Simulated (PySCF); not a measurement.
**What a change does: NMR shielding calculation on C₁₀H₂₀O₂Si**

System: C₁₀H₂₀O₂Si (Si(vinyl)2(OiPr)2), SMILES C=C[Si](C=C)(OC(C)C)OC(C)C.
Method of run A: GIAO wB97X-D/pcSseg-1 NMR shielding, non-relativistic, gas phase (PySCF 2.14.0).

The geometry comes from this level: PBE0-D3(BJ)/def2-SVP. Text and figures count atoms from 1; the logs count them from 0 in places.

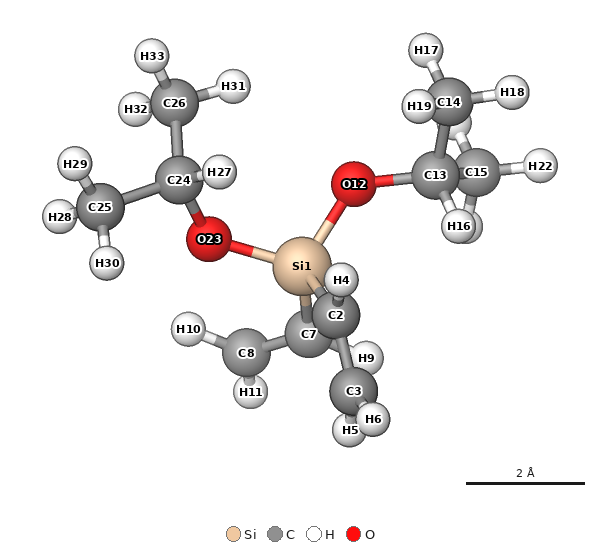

Figure 1. The input geometry (ball-and-stick view, seen at a tilt; atoms are numbered from 1 in the order of the input). Bond lengths as drawn: C–C 1.34 to 1.52 Å, C–H 1.10 to 1.11 Å, C–O 1.41 to 1.42 Å, C–Si 1.86 to 1.87 Å and O–Si 1.66 to 1.67 Å.

## Input, run A
```
{"job": {"kind": "nmr", "xc": "wB97X-D", "basis": "pcSseg-1", "pop": false}, "charge": 0, "multiplicity": 1}
Si     0.695198    -0.370560     0.097306
C      0.895328    -0.434338     1.952107
C      2.042202    -0.769282     2.556013
H      0.032654    -0.193220     2.589241
H      2.939918    -1.024301     1.980425
H      2.142592    -0.814092     3.646663
C      2.319722    -0.611269    -0.770228
C      2.523131    -1.608243    -1.639456
H      3.142683     0.090800    -0.579148
H      1.728827    -2.328836    -1.861647
H      3.476538    -1.743529    -2.163334
O     -0.053073     1.071078    -0.282012
C      0.242987     2.343208     0.260664
C     -1.063532     3.017821     0.634268
C      1.050258     3.146013    -0.744474
H      0.848232     2.221692     1.181869
H     -1.697154     3.132389    -0.259052
H     -0.887472     4.013827     1.068006
H     -1.614066     2.410168     1.367495
H      1.989448     2.629164    -0.992094
H      0.476077     3.269496    -1.675689
H      1.297430     4.143542    -0.350092
O     -0.297204    -1.566821    -0.471876
C     -1.687735    -1.659428    -0.208714
C     -2.025938    -3.120275     0.014520
C     -2.461259    -1.036575    -1.356789
H     -1.928559    -1.098924     0.717079
H     -1.781296    -3.703607    -0.886822
H     -3.096415    -3.249681     0.234326
H     -1.442174    -3.526146     0.853458
H     -2.172285     0.017237    -1.474587
H     -2.233069    -1.567356    -2.294341
H     -3.546295    -1.091735    -1.178813
```

The first line tells a small driver script what to run in PySCF; the rest is the geometry in Å.

Launched with:
```bash
OMP_NUM_THREADS=2 python <driver script> task.json out
```

Hardware: 2 CPU threads, shared host.

## Output, shortened to warnings, some set-up lines, iterations and results (run A)
```
coarse grid: 27056 points
[...]
cycle   1  E = -832.5497532386  dE =  1.686e+00  |g| = 9.838e-01  |ddm| = 4.894e+00
cycle   2  E = -832.5057460493  dE =  4.401e-02  |g| = 1.161e+00  |ddm| = 1.537e+00
cycle   3  E = -832.7352409217  dE = -2.295e-01  |g| = 9.641e-02  |ddm| = 8.880e-01
cycle   4  E = -832.7370781062  dE = -1.837e-03  |g| = 3.881e-02  |ddm| = 1.003e-01
cycle   5  E = -832.7374530185  dE = -3.749e-04  |g| = 5.971e-03  |ddm| = 3.775e-02
cycle   6  E = -832.7374606287  dE = -7.610e-06  |g| = 3.001e-03  |ddm| = 8.358e-03
cycle   7  E = -832.8447304887  dE = -3.466e-04  |g| = 6.450e-03  |ddm| = 5.648e-02
cycle   8  E = -832.8447357872  dE = -5.298e-06  |g| = 5.557e-03  |ddm| = 1.262e-02
cycle   9  E = -832.8447422014  dE = -6.414e-06  |g| = 1.171e-03  |ddm| = 4.079e-03
cycle  10  E = -832.8447424813  dE = -2.799e-07  |g| = 5.031e-04  |ddm| = 1.537e-03
cycle  11  E = -832.8447425368  dE = -5.544e-08  |g| = 9.419e-05  |ddm| = 5.703e-04
cycle  12  E = -832.8447425391  dE = -2.367e-09  |g| = 4.495e-05  |ddm| = 1.414e-04
cycle  13  E = -832.8447425397  dE = -5.618e-10  |g| = 1.212e-05  |ddm| = 6.869e-05
converged SCF energy = -832.8447425397

GIAO shielding tensors (ppm)
atom      isotropic    diamagn.    paramagn.     s11        s22        s33       span
  0 Si     382.117     889.106    -506.989    368.298    384.096    393.958     25.660
  1 C       42.034     268.816    -226.783    -81.027     30.574    176.553    257.580
  2 C       35.914     254.872    -218.958    -99.131     41.899    164.976    264.107
  3 H       25.000      36.275     -11.275     21.358     25.443     28.199      6.841
  4 H       25.247      32.543      -7.296     21.333     24.124     30.285      8.952
  5 H       24.952      29.026      -4.074     21.447     24.361     29.049      7.602
  6 C       46.606     269.097    -222.491    -75.275     42.705    172.388    247.664
  7 C       34.765     256.055    -221.290    -98.893     36.078    167.110    266.003
  8 H       25.357      34.113      -8.756     22.607     25.422     28.043      5.435
  9 H       24.721      34.777     -10.056     21.416     22.595     30.151      8.736
 10 H       24.927      28.683      -3.756     21.786     24.283     28.712      6.926
 11 O      243.809     410.543    -166.734    228.657    245.291    257.478     28.821
 12 C      119.824     240.313    -120.489     89.962    110.804    158.707     68.746
 13 C      157.016     248.306     -91.289    138.019    149.519    183.511     45.492
 14 C      156.796     247.416     -90.620    138.447    148.910    183.033     44.585
 15 H       27.737      34.047      -6.310     24.092     29.251     29.867      5.775
 16 H       30.053      31.191      -1.138     27.505     28.318     34.335      6.830
 17 H       30.462      29.000       1.462     26.177     27.839     37.370     11.193
 18 H       29.972      32.681      -2.709     25.918     29.042     34.957      9.038
 19 H       30.098      31.918      -1.820     25.189     29.874     35.230     10.041
 20 H       30.085      30.644      -0.559     27.493     28.187     34.576      7.083
 21 H       30.468      28.477       1.991     26.178     27.858     37.368     11.190
 22 O      255.639     406.799    -151.160    215.059    265.110    286.746     71.687
 23 C      118.315     242.362    -124.046     87.402    111.402    156.142     68.740
 24 C      157.265     246.892     -89.627    138.700    149.132    183.964     45.264
 25 C      157.353     250.227     -92.874    139.527    149.586    182.948     43.421
 26 H       27.438      36.131      -8.693     23.755     28.761     29.797      6.042
 27 H       30.123      29.748       0.375     27.135     28.244     34.989      7.855
 28 H       30.476      28.334       2.142     26.367     27.818     37.243     10.875
[...]
```

The input of run B differs as follows (lines with − go, lines with + come):
```diff
-"xc": "wB97X-D"
+"xc": "PBE0"
-"pop": false
```

What does this change do to the results?

The total energies belong to different methods, so their difference says nothing on which is more stable or more accurate. The HOMO goes from −9.44 to −7.57 eV. The LUMO goes from 1.33 to −0.49 eV. Of all shieldings, the largest change is that of O12 and O23, by −4.8 ppm. The functional changes from wB97X-D to PBE0. The SCF takes 14 iterations against 13.

## Output, shortened to warnings, some set-up lines, iterations and results (run B)
```
coarse grid: 27056 points
[...]
cycle   1  E = -831.9544985409  dE =  1.281e+00  |g| = 1.007e+00  |ddm| = 4.960e+00
cycle   2  E = -831.7362452540  dE =  2.183e-01  |g| = 1.481e+00  |ddm| = 2.159e+00
cycle   3  E = -832.1522651042  dE = -4.160e-01  |g| = 1.930e-01  |ddm| = 1.519e+00
cycle   4  E = -832.1599711690  dE = -7.706e-03  |g| = 4.159e-02  |ddm| = 1.802e-01
cycle   5  E = -832.1603715437  dE = -4.004e-04  |g| = 9.525e-03  |ddm| = 3.763e-02
cycle   6  E = -832.1603858772  dE = -1.433e-05  |g| = 5.279e-03  |ddm| = 1.095e-02
cycle   7  E = -832.1603923519  dE = -6.475e-06  |g| = 6.878e-04  |ddm| = 4.191e-03
cycle   8  E = -832.2594156534  dE = -5.258e-05  |g| = 1.561e-02  |ddm| = 4.000e-02
cycle   9  E = -832.2593680082  dE =  4.765e-05  |g| = 2.246e-02  |ddm| = 2.611e-02
cycle  10  E = -832.2594662504  dE = -9.824e-05  |g| = 2.281e-03  |ddm| = 1.619e-02
cycle  11  E = -832.2594673490  dE = -1.099e-06  |g| = 2.173e-04  |ddm| = 2.139e-03
cycle  12  E = -832.2594673570  dE = -8.019e-09  |g| = 1.007e-04  |ddm| = 3.033e-04
cycle  13  E = -832.2594673591  dE = -2.156e-09  |g| = 3.445e-05  |ddm| = 1.192e-04
cycle  14  E = -832.2594673594  dE = -2.469e-10  |g| = 1.208e-05  |ddm| = 3.383e-05
converged SCF energy = -832.2594673594

GIAO shielding tensors (ppm)
atom      isotropic    diamagn.    paramagn.     s11        s22        s33       span
  0 Si     381.901     888.820    -506.919    368.995    383.011    393.699     24.704
  1 C       41.999     268.299    -226.300    -78.836     29.227    175.607    254.443
  2 C       36.448     254.775    -218.327    -95.666     40.235    164.777    260.443
  3 H       24.823      36.022     -11.199     21.141     25.271     28.056      6.915
  4 H       25.118      32.364      -7.246     21.241     23.975     30.140      8.900
  5 H       24.799      28.926      -4.127     21.342     24.206     28.849      7.507
  6 C       46.425     268.513    -222.087    -73.206     41.252    171.230    244.436
  7 C       35.644     255.969    -220.325    -95.017     34.900    167.048    262.065
  8 H       25.179      33.937      -8.758     22.394     25.249     27.895      5.502
  9 H       24.612      34.610      -9.998     21.343     22.463     30.030      8.687
 10 H       24.788      28.602      -3.814     21.705     24.133     28.526      6.821
 11 O      239.057     409.516    -170.459    224.299    240.238    252.634     28.335
 12 C      119.095     240.258    -121.163     89.176    110.430    157.677     68.501
 13 C      157.229     248.613     -91.384    138.488    149.159    184.039     45.551
 14 C      156.976     247.665     -90.689    138.855    148.540    183.533     44.678
 15 H       27.532      33.713      -6.181     23.896     29.035     29.665      5.769
 16 H       29.982      31.076      -1.094     27.458     28.246     34.240      6.782
 17 H       30.338      29.052       1.285     26.030     27.725     37.259     11.229
 18 H       29.868      32.485      -2.617     25.821     28.899     34.884      9.063
 19 H       29.996      31.715      -1.719     25.093     29.731     35.162     10.069
 20 H       30.015      30.527      -0.512     27.467     28.097     34.482      7.015
 21 H       30.340      28.518       1.822     26.024     27.738     37.259     11.234
 22 O      250.819     405.833    -155.014    210.362    258.552    283.542     73.180
 23 C      117.537     242.406    -124.869     86.489    111.037    155.086     68.597
 24 C      157.456     247.280     -89.824    139.034    148.805    184.529     45.495
 25 C      157.490     250.351     -92.861    139.801    149.234    183.435     43.635
 26 H       27.224      35.739      -8.515     23.538     28.560     29.573      6.035
 27 H       30.048      29.738       0.310     27.104     28.148     34.891      7.787
 28 H       30.350      28.388       1.962     26.224     27.700     37.127     10.903
[...]
```

## The two runs side by side

| quantity | run A | run B |
| --- | --- | --- |
| outcome | converged | converged |
| total energy (hartree) | −832.844743 | −832.259467 |
| HOMO (eV) | −9.44 | −7.57 |
| LUMO (eV) | 1.33 | −0.49 |
| dipole moment (D) | 1.53 | 1.51 |
| shielding of Si1 (ppm) | 382.1 | 381.9 |
| shielding of C3 (ppm) | 35.9 | 36.4 |
| shielding of C8 (ppm) | 34.8 | 35.6 |
| shielding of O12 (ppm) | 243.8 | 239.1 |
| shielding of C13 (ppm) | 119.8 | 119.1 |
| shielding of O23 (ppm) | 255.6 | 250.8 |
| shielding of C24 (ppm) | 118.3 | 117.5 |
| SCF iterations | 13 | 14 |
| basis functions | 328 | 328 |
| wall time (shared host) | 2.4 min | 2.7 min |
